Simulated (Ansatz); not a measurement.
Consider BP in the zinc blende structure (space group F-43m, No. 216; a = 4.536 Å). Axes: x, y, z lie along the cube axes.

The change: a free-standing slab of 6 layers (12 atoms, 2 a layer) is cut normal to [110], with 15 Å of vacuum and the in-plane cell held at bulk.

The values are results of r2SCAN (Ansatz, a program for electronic structure; PAW; 500 eV plane waves; no spin-orbit coupling), earlier PAW set, not measurements.

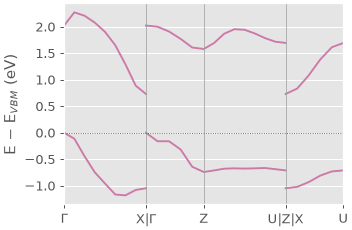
Figure: Highest valence and lowest conduction band along the path of the changed cell's own zone

The gap is 0.73 eV, indirect, Γ → X; the base has 1.41 eV.

Whether these cells are dynamically stable was not tested. Labels are those of the standard path for the cell's own space group.
